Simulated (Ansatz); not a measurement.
# SnSiH₇F: molecular dynamics

The run: molecular dynamics of SnSiH₇F. Method and program: RKS PBE0-D4/def2-SVP (Ansatz 0.2.0).

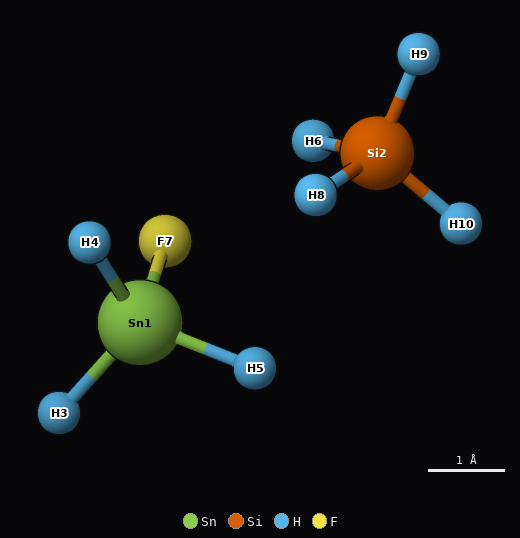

*The structure as given in the input (ball-and-stick view, seen at a tilt; atoms are numbered from 1 in the order of the input). Sticks mark near contacts.*

### Input
```yaml
crystal:
  periodic: [false, false, false]
  atoms:
    - {symbol: Sn, position_ang: [-0.667719, 1.379202, -1.402523]}
    - {symbol: Si, position_ang: [0.561601, -1.349435, 1.453879]}
    - {symbol: H, position_ang: [-1.441768, 2.273286, -2.625369]}
    - {symbol: H, position_ang: [-0.278695, 2.292461, -0.022336]}
    - {symbol: H, position_ang: [-1.434059, -0.099027, -1.051463]}
    - {symbol: H, position_ang: [1.299604, -0.681802, 0.351147]}
    - {symbol: F, position_ang: [1.029841, 0.886520, -2.168049]}
    - {symbol: H, position_ang: [-0.450690, -0.408620, 2.001770]}
    - {symbol: H, position_ang: [1.508159, -1.735298, 2.530056]}
    - {symbol: H, position_ang: [-0.126376, -2.557187, 0.932786]}
basis:
  gaussian: {orbitals: def2-SVP}
hamiltonian: {xc: pbe0, dispersion: d4}
md: {n_steps: 30, timestep: -0.5, temperature: 100, ensemble: nvt_langevin, seed: 228, friction: 0.01, initial_velocities: maxwell_boltzmann}
```

Run on 4 threads of Arm Neoverse V2, 23 GiB of memory available, shared host.

Launch command:
```bash
ansatz run in.yaml --threads 4 --pin off --events-out ev --progress --plain --max-ram 9574MiB
```

### The program's output
```
Error: invalid value for `md.timestep`: must be finite and > 0; got -0.5 fs
```

### Outcome

| quantity | value |
| --- | --- |
| outcome | refused by the program |

### What went wrong

This input holds a deliberate fault: negative timestep. The program refused the input: “invalid value for `md.timestep`: must be finite and > 0; got -0.5 fs”
